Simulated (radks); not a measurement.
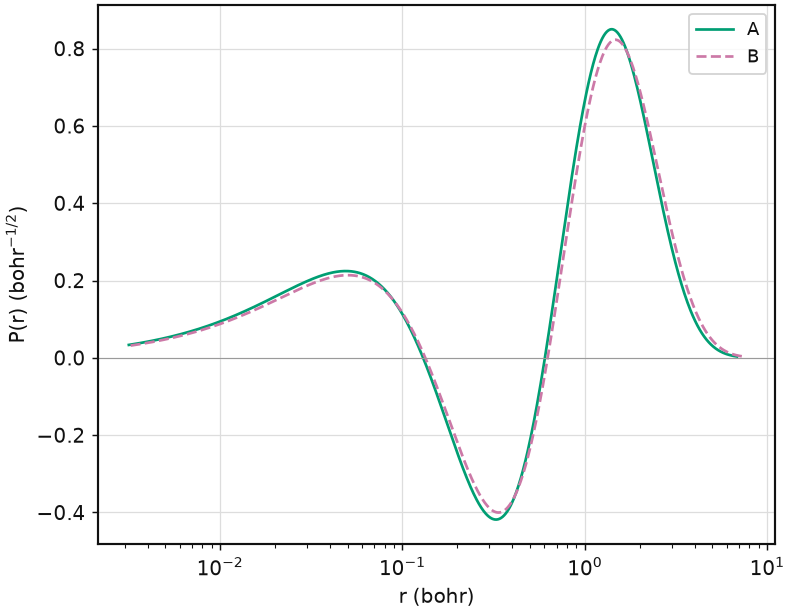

Two nuclei with the same 15 electrons, [Ne] 3s2 3p3 (high spin), were computed: Z = 15.5 with 15 electrons; Z = 15.9 with 15 electrons. Theory: scalar-relativistic Kohn-Sham, PBEsol, spin-polarised, spherical densities, finite nucleus (computed with the in-house radial solver radks).

The plot shows P(r) = r R(r) of the 3s down orbital in both runs (large components where relativistic).

Which curve belongs to which run?

A is Z = 15.9 with 15 electrons (⟨r⟩ = 1.67 bohr, eigenvalue −23.8 eV); B is Z = 15.5 with 15 electrons (⟨r⟩ = 1.77 bohr, eigenvalue −18.2 eV). The larger nuclear charge pulls the orbital in.
